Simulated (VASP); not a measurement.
Band structure of Rh (fcc). Method: vdW-DF2, VASP's PBE PAW potentials (set 64) (plane waves; VASP 6.6.1).

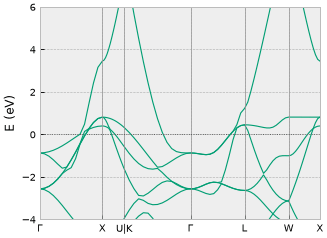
*Bands along high-symmetry lines, zero at the valence-band maximum or, without a gap, the Fermi level*

Question: Read the plot: is there a gap, and where are the band edges?

Answer: It has no gap at this level: it comes out as a metal or semimetal. (Edges off the drawn lines would not show.)

The compound is Rh in the fcc structure. It was relaxed first, which changed the volume by +12 %.
